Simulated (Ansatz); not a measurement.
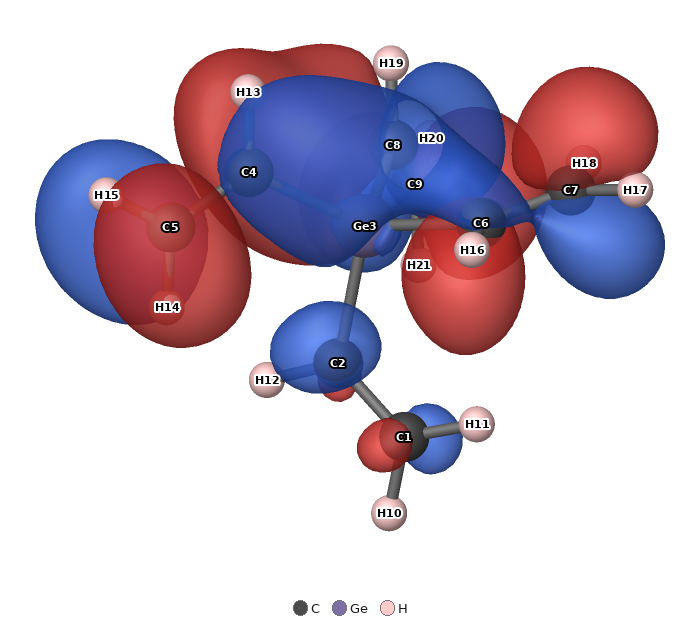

The picture shows: C₈H₁₂Ge (SMILES C=[CH][Ge]([CH]=C)([CH]=C)[CH]=C). One frontier orbital at ±0.06 Å⁻³ᐟ² (blue and red are the two phases), seen at a tilt.

Geometry: PBE0-D4/def2-TZVP.

Computed with RKS PBE0-D4/def2-TZVPP (Ansatz).

Input file:

```
crystal:
  periodic: [false, false, false]
  atoms:
    - {symbol: C, position_ang: [-1.414439, 2.000386, -0.839197]}
    - {symbol: C, position_ang: [-0.171779, 1.551009, -0.706389]}
    - {symbol: Ge, position_ang: [0.256800, -0.099398, 0.225376]}
    - {symbol: C, position_ang: [1.778347, 0.188003, 1.401061]}
    - {symbol: C, position_ang: [2.292861, 1.385260, 1.656244]}
    - {symbol: C, position_ang: [-1.283157, -0.673934, 1.266838]}
    - {symbol: C, position_ang: [-2.061366, -1.688408, 0.908054]}
    - {symbol: C, position_ang: [0.685451, -1.481658, -1.074179]}
    - {symbol: C, position_ang: [0.390659, -1.375530, -2.364604]}
    - {symbol: H, position_ang: [-1.642872, 2.913863, -1.382490]}
    - {symbol: H, position_ang: [-2.261754, 1.471538, -0.410665]}
    - {symbol: H, position_ang: [0.640273, 2.115589, -1.160695]}
    - {symbol: H, position_ang: [2.226349, -0.682965, 1.876806]}
    - {symbol: H, position_ang: [1.886876, 2.291269, 1.214588]}
    - {symbol: H, position_ang: [3.143414, 1.518259, 2.319954]}
    - {symbol: H, position_ang: [-1.512002, -0.131934, 2.182626]}
    - {symbol: H, position_ang: [-2.920957, -1.993858, 1.499438]}
    - {symbol: H, position_ang: [-1.872192, -2.260011, 0.003250]}
    - {symbol: H, position_ang: [1.188132, -2.381742, -0.724468]}
    - {symbol: H, position_ang: [0.636523, -2.156940, -3.079229]}
    - {symbol: H, position_ang: [-0.109766, -0.497999, -2.765417]}
basis:
  gaussian: {orbitals: def2-TZVPP}
hamiltonian: {xc: pbe0, dispersion: d4}
output: {orbitals: {seedname: orbitals}}
```

Launched as:

```sh
ansatz run in.yaml --threads 4 --pin off --events-out ev --progress --plain --max-ram 63488MiB --backend cuda --devices 0, --max-vram 37GiB
```

Which orbital is it: HOMO or LUMO?

Answer. The LUMO, at −0.49 eV. It lies mainly on C5 (about 20 %), C4 (about 15 %), C9 (about 10 %), Ge3 (about 10 %), C8 (about 10 %) and C7 (about 10 %).
